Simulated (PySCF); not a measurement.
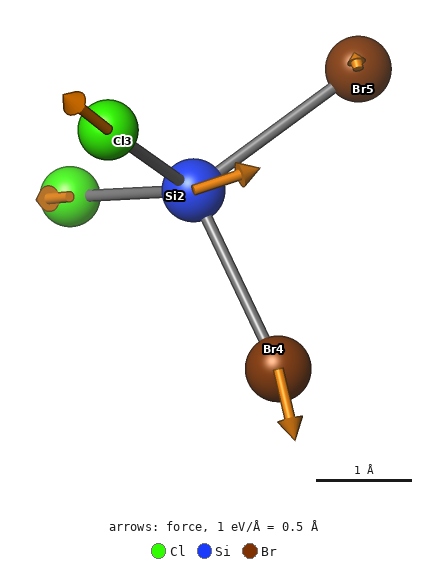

Starting geometry of SiBr₂Cl₂ with the computed forces as orange arrows. A ball-and-stick model, seen at a tilt.

The start comes from GFN2-xTB. Its atoms were then displaced at random by about 0.03 Å.

Theory: PySCF 2.14.0, density-fitted response routines, PBE0-D3(BJ)/def2-SVP geometry optimisation, gas phase. 

### What follows when this structure is relaxed?

It isn't relaxed: the largest force vector, on a Cl atom, is 1.88 eV/Å. The final displacements follow the starting forces only in part (cosine between the two patterns 0.65). The energy falls by 19.7 kJ/mol in 8 geometry steps. A Br atom moves most after the best rigid fit: 0.13 Å. Largest moves by element: Br 0.13 Å, Cl 0.08 Å, Si 0.06 Å. Near-neighbour distances that change, for instance: Cl–Si 1.967 → 2.039 Å, Br–Si 2.130 → 2.196 Å, Br–Si 2.203 → 2.195 Å. Bond angles that change, for instance: Br–Si–Br 103.1° → 110.1°, Cl–Si–Br 114.0° → 109.8°, Cl–Si–Br 112.2° → 109.4°. The run took 65 s on 1 thread of Arm Neoverse V1, with other jobs on the host.
